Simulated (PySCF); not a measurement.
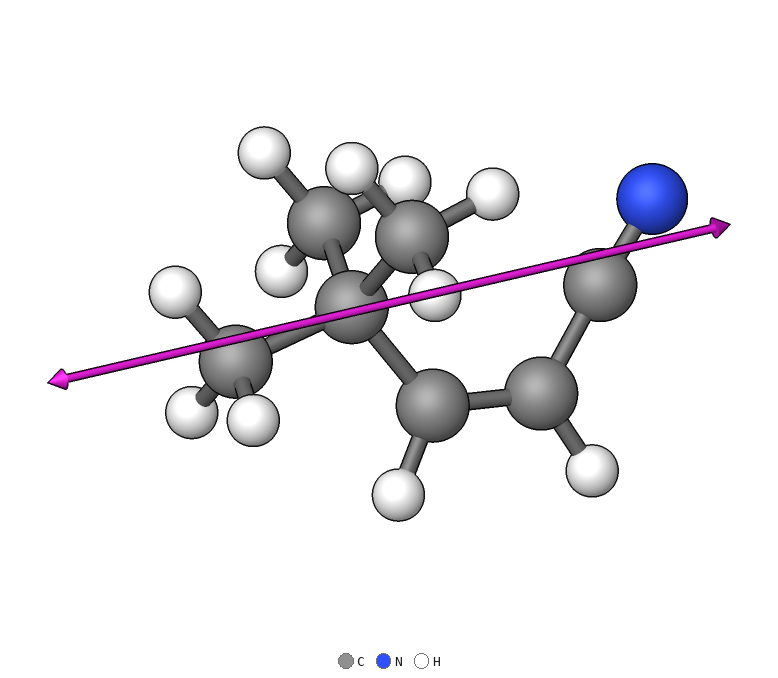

The double arrow shows the direction of the transition dipole to excited singlet state 1 (its length means nothing). The computed structure is the end point of a GFN2-xTB optimisation. No frequency run is at hand to confirm it as a minimum. Level of theory: TDDFT PBE0/def2-SVPD, vertical, gas phase, core orbitals frozen in the response (PySCF 2.14.0).

> Where does the transition lie, and how strong is it?

5.96 eV (208 nm), oscillator strength 0.29, mainly HOMO → LUMO (weight 0.92); transition dipole 3.59 D.
